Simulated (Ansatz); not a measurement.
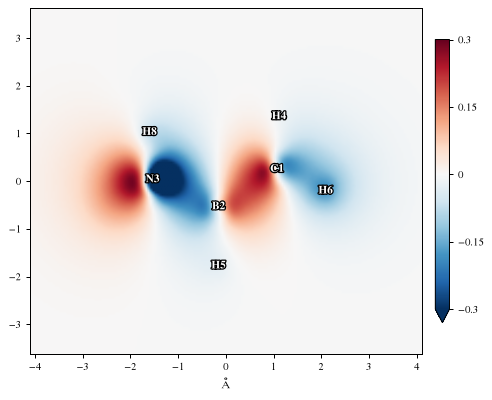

The picture shows: CH5BN (SMILES C=[BH-]N) (charge −1). The HOMO−1 on the plane of atoms B2, C1 and H6 (values in Å⁻³ᐟ²; the overall sign is arbitrary).

Geometry: r2SCAN-D4/def2-SVPD; the highest occupied orbital lies above zero, a sign that basis and functional describe the outermost electron poorly.

The calculation used isolated molecule in a Gaussian basis; Kohn-Sham density functional theory, functional PBE0 in Ansatz 0.2.0.

The calculation's input:

```
crystal:
  periodic: [false, false, false]
  atoms:
    - symbol: C
      position_ang: [-0.780480, 1.512935, 2.147343]
    - symbol: B
      position_ang: [-1.053413, 0.722648, 0.942083]
    - symbol: "N"
      position_ang: [-0.397209, 0.923558, -0.385748]
    - symbol: H
      position_ang: [-0.078166, 2.366039, 2.174477]
    - symbol: H
      position_ang: [-1.852659, -0.226203, 0.934305]
    - symbol: H
      position_ang: [-1.231043, 1.295424, 3.126267]
    - symbol: H
      position_ang: [-0.962278, 0.722455, -1.204371]
    - symbol: H
      position_ang: [0.057335, 1.825389, -0.506935]
basis:
  gaussian:
    orbitals: def2-TZVPD
total_charge: -1
hamiltonian:
  xc: {name: PBE0}
output: {forces: true, orbitals: {seedname: orbitals}}
```

Run with:

```sh
ansatz run input.yaml --threads 2 --pin off --max-ram 4350MiB --events-out events.jsonl --progress --plain --runs-dir runs
```

Describe this orbital and give its energy.

It lies mainly on N3 (about 60 %), B2 (about 15 %) and C1 (about 5 %). Its energy is −2.60 eV.
